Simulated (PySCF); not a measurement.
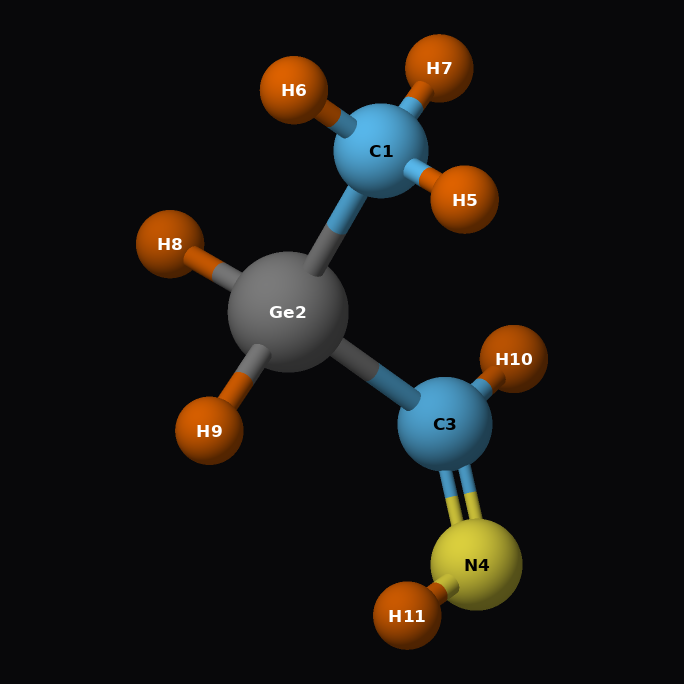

Computed geometry: PBE0-D3(BJ)/def2-SVP optimisation. No frequency run is at hand to confirm it as a minimum. Electric field gradients from the ground-state density, B3LYP/pcJ-1 (pcSseg-1 on Ge) (PySCF 2.14.0), non-relativistic apart from any core potentials.

Give the largest field-gradient component, the quadrupole coupling constant and the asymmetry for 73Ge at Ge2 (Q = −196 mb), 14N at N4 (Q = 20.44 mb), 2H at H5 (Q = 2.86 mb), 2H at H6 (Q = 2.86 mb), 2H at H7 (Q = 2.86 mb), 2H at H8 (Q = 2.86 mb).

```tsv
atom	V_zz (a.u.)	e²qQ/h (MHz)	η
Ge2	0.308	−14.20	0.48
N4	−1.033	−4.96	0.55
H5	0.287	0.193	0.01
H6	0.288	0.194	0.01
H7	0.288	0.193	0.01
H8	0.131	0.088	0.01
```
